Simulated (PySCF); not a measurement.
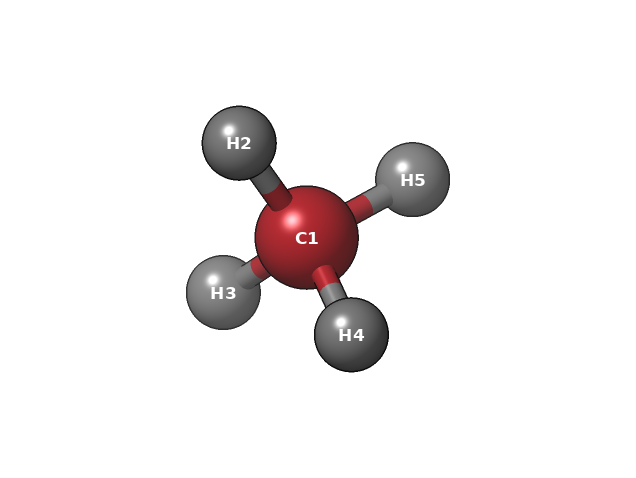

The geometry was computed by an optimisation with PBE0-D3(BJ)/def2-TZVP. No frequency run is at hand to confirm it as a minimum. Method: GIAO ωB97X-D/pcSseg-2 NMR shielding, non-relativistic, gas phase (PySCF 2.14.0), and the same with a continuum solvent (IEF-PCM, Bondi radii x 1.2, gas-phase geometry).

How do dipole (D), HOMO–LUMO gap (eV), σ(C1) (ppm), σ(H2) (ppm) change in chloroform (ε = 4.7)?

```csv
medium,dipole (D),HOMO–LUMO gap (eV),σ(C1) (ppm),σ(H2) (ppm)
gas phase,0.00,15.47,191.0,31.36
chloroform,0.00,15.48,192.0,31.34
```
